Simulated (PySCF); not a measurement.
# CH7NOSi (SMILES CO[SiH2]N) at MP2/def2-TZVP

What is the vertical ionisation energy of CH7NOSi at MP2/def2-TZVP? Input form: a Python script.

The calculation is run with PySCF 2.14.0.

3 further runs of the same task are left out: 3 set aside as unsound or not needed.

### 1 The structure to begin with

The species is CH7NOSi (11 atoms), meant as a singlet with charge 0. SMILES: `CO[SiH2]N`. The shape is that of a PBE0-D4/def2-TZVP optimisation. This is one conformer, not always the lowest.

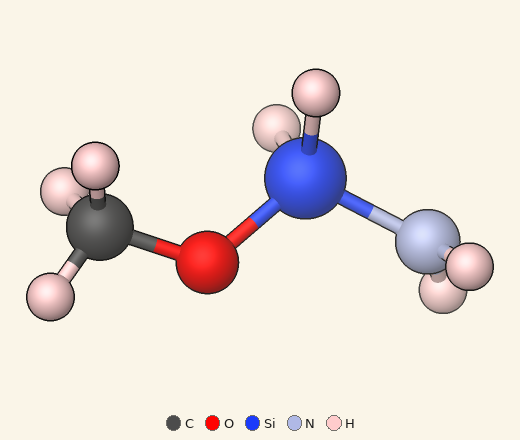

The structure, seen from a chosen angle (carbon dark grey, oxygen red, silicon blue, nitrogen light blue, hydrogen pink).

### 2 A single-point energy at MP2/def2-TZVP

The input, input.py:

```python
# CO[SiH2]N
from pyscf import gto, mp

mol = gto.M(
    atom='''
C     -0.655300     1.711900     0.500200
O     -0.610600     0.508700    -0.227100
Si     0.533800    -0.642700     0.054300
N      0.344700    -2.006900    -0.943700
H      0.258400     2.302900     0.362300
H     -1.501500     2.301200     0.142400
H     -0.790700     1.531800     1.573800
H      0.421900    -1.079900     1.472300
H      1.874600    -0.055000    -0.212100
H     -0.403400    -2.661100    -0.783300
H      0.593600    -1.968000    -1.918400
''',
    max_memory=1860,
    spin=0,
    verbose=3,
    charge=0,
    basis='def2-tzvp',
)

myscf = mol.RHF()
myscf.conv_tol = 1e-10
myscf.kernel()
if not myscf.converged:
    myscf = myscf.newton().run(myscf.mo_coeff, myscf.mo_occ)

pt = mp.MP2(myscf).run()
e_final = pt.e_tot
print('E = %.10f Eh' % e_final)
```

Command:

```sh
$ OMP_NUM_THREADS=1 python input.py
```

The program printed:

```text
converged SCF energy = -460.339392177231
E(RMP2) = -461.232929878898  E_corr = -0.893537701667718
E(SCS-RMP2) = -461.233315008406  E_corr = -0.89392283117594
E = -461.2329298789 Eh
```

Wall time 19 s (1 thread of Arm Neoverse V1, shared host); peak memory 1.4 GiB.

### 3 The doublet cation, same level

The input, run.py:

```python
from pyscf import gto, mp

mol = gto.Mole()
mol.atom = '''
C     -1.238338     3.235022     0.945241
O     -1.153867     0.961304    -0.429157
Si     1.008736    -1.214527     0.102612
N      0.651389    -3.792491    -1.783335
H      0.488305     4.351850     0.684648
H     -2.837424     4.348638     0.269097
H     -1.494206     2.894682     2.974051
H      0.797275    -2.040715     2.782244
H      3.542481    -0.103935    -0.400811
H     -0.762316    -5.028750    -1.480222
H      1.121741    -3.718981    -3.625251
'''
mol.unit = 'bohr'
mol.max_memory = 1860
mol.verbose = 3
mol.charge = 1
mol.basis = 'def2-tzvp'
mol.spin = 1
mol.build()

mf = mol.UHF()
mf.conv_tol = 1e-10
mf.kernel()
if not mf.converged:
    mf = mf.newton().run(mf.mo_coeff, mf.mo_occ)

pt = mp.MP2(mf).run()
etot = pt.e_tot
print('E = %.10f Eh' % etot)
```

Command:

```sh
$ OMP_NUM_THREADS=1 python run.py
```

The program printed:

```text
converged SCF energy = -460.014293835341  <S^2> = 0.75862118  2S+1 = 2.0086027
E(UMP2) = -460.850142997892  E_corr = -0.83584916255129
E(SCS-UMP2) = -460.853738235939  E_corr = -0.839444400598155
E = -460.8501429979 Eh
```

Wall time 69 s (1 thread of Arm Neoverse V1, shared host); peak memory 1.9 GiB.

### 4 Outcome

Level: MP2/def2-TZVP.

| quantity | value |
| --- | --- |
| singlet CH7NOSi: total energy | -461.23293 Eh |
| singlet CH7NOSi: dipole moment (Hartree–Fock density) | 0.45 D |
| singlet CH7NOSi: HOMO energy (Hartree–Fock orbitals) | -11.41 eV |
| singlet CH7NOSi: LUMO energy (Hartree–Fock orbitals) | 3.44 eV |
| singlet CH7NOSi: HOMO–LUMO gap (Hartree–Fock orbitals) | 14.85 eV |
| singlet CH7NOSi: correlation energy | -893.5 mEh |
| doublet cation: total energy | -460.85014 Eh |
| doublet cation: HOMO energy (Hartree–Fock orbitals) (highest over α and β) | -16.58 eV |
| doublet cation: LUMO energy (Hartree–Fock orbitals) (lowest over α and β) | -6.84 eV |
| doublet cation: correlation energy | -835.8 mEh |
| doublet cation: ⟨S²⟩ of the reference determinant | 0.759 |
| vertical ionisation energy (to the doublet cation) | 10.416 eV |

Removing an electron at fixed nuclei costs 10.42 eV (1005 kJ/mol). Mulliken charges (singlet CH7NOSi) of the mean-field density run from -0.75 on N4 to +0.71 on Si3; they depend strongly on the basis. Mulliken charges (doublet cation) of the mean-field density run from -0.48 on O2 to +0.61 on Si3; they depend strongly on the basis.
